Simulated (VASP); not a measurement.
Band structure of Ba2ZrO4 (space group I4/mmm). All values below come from PBEsol GGA, VASP's PBE PAW potentials (set 64) (plane waves; VASP).

The path is coarsely sampled, so an indirect gap can come out somewhat too large. Unless said otherwise, spin-orbit coupling is left out, though it shifts the bands of the heavy elements here.

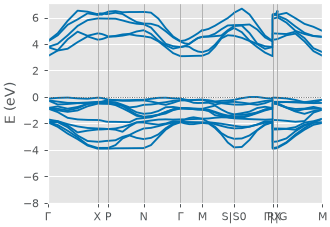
Figure: Bands along high-symmetry lines, zero at the valence-band maximum or, without a gap, the Fermi level

Read the plot: is there a gap, and where are the band edges?

The gap is indirect, 3.08 eV, from the valence maximum at S0-Γ at 0.60 to the conduction minimum at Γ.

The structure comes from a computed database's Ba2ZrO4 entry (I4/mmm); how it stands against other phases isn't given here. The cell was not relaxed at this level.
